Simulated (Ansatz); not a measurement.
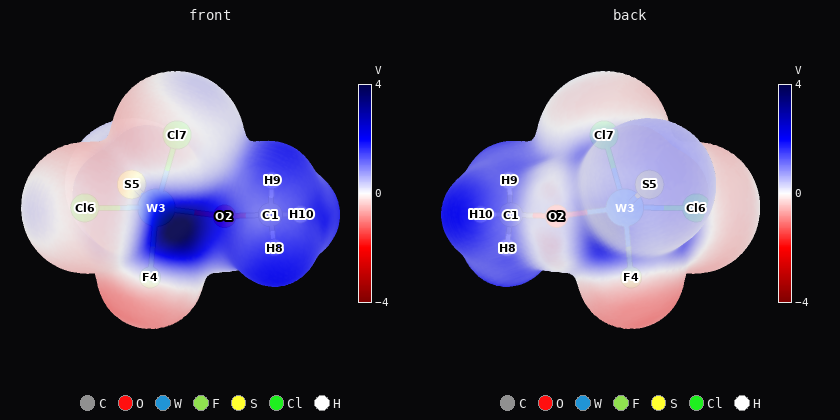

The picture shows: CH3Cl2FOSW. The electrostatic potential painted on the density surface at 0.004 e/bohr³, seen from the front and from behind; the colour scale runs from red (negative) to blue (positive).

Geometry: PBE0-D4/def2-TZVP; core potentials replace the inner electrons of W.

All numbers below come from RKS PBE0-D4/def2-TZVPP (Ansatz 0.2.0).

Input

```
crystal:
  periodic: [false, false, false]
  atoms:
    - {symbol: C, position_ang: [0.450244, -1.721752, -0.196019]}
    - {symbol: O, position_ang: [-0.037555, -0.469836, -0.582508]}
    - {symbol: W, position_ang: [-0.408558, 1.231581, 0.007714]}
    - {symbol: F, position_ang: [-2.209776, 0.747663, 0.082989]}
    - {symbol: S, position_ang: [-0.176824, 2.443828, -1.690275]}
    - {symbol: Cl, position_ang: [-0.952475, 2.708009, 1.674337]}
    - {symbol: Cl, position_ang: [1.675522, 1.138159, 1.003228]}
    - {symbol: H, position_ang: [-0.294287, -2.247936, 0.406818]}
    - {symbol: H, position_ang: [1.364674, -1.579453, 0.390182]}
    - {symbol: H, position_ang: [0.672136, -2.301462, -1.093366]}
basis:
  gaussian: {orbitals: def2-TZVPP}
hamiltonian: {xc: pbe0, dispersion: d4}
output: {orbitals: {seedname: orbitals}}
```

Run with:

```sh
ansatz run in.yaml --threads 2 --pin off --events-out ev --progress --plain --max-ram 32768MiB --backend cuda --devices 0, --max-vram 18GiB
```

Question: Describe the electrostatic potential map.

Answer: The most negative region (about −0.9 V) lies over F4, the most positive (about +3.7 V) over W3. Cl6 shows a σ-hole: about +0.2 V at the tip opposite its bond, against about −0.3 V on its flanks.
